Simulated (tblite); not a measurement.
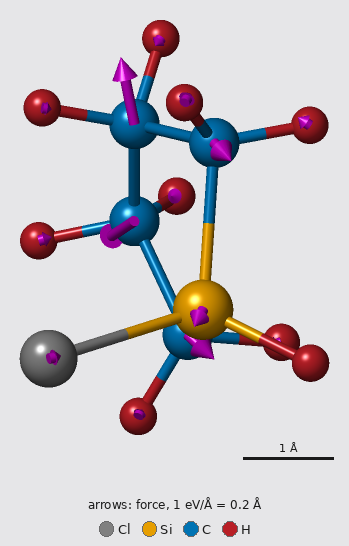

Starting geometry of C₄H₉ClSi with the computed forces as purple arrows. The picture is a ball-and-stick view, seen from a free direction.

These are results of GFN2-xTB geometry optimisation, gas phase in tblite 0.8.0, not measurements. 

**What follows when this structure is relaxed?**

It isn't relaxed: the largest force vector, on a C atom, is 4.51 eV/Å. The final displacements have little in common with the starting forces (cosine between the two patterns 0.08). The largest move after the best rigid fit is that of an H atom, 1.09 Å. By element the largest moves are H 1.09 Å, Cl 0.88 Å, C 0.35 Å, Si 0.16 Å. Among the contacts that change: C–C 1.446 → 1.527 Å, Cl–Si 2.085 → 2.023 Å, C–C 1.478 → 1.532 Å, C–H 1.128 → 1.091 Å. Among the angles between lasting bonds that change: Si–C–H 104.7° → 114.5°, C–C–C 116.5° → 108.1°, Si–C–H 107.5° → 114.7°. Groups turn about C–C by about 60°, C–Si by about 45°, C–C by about 40°. The energy falls by 0.734 eV in 86 geometry steps. The run took 0.99 s on 1 thread of Arm Neoverse N1, with other jobs on the host.
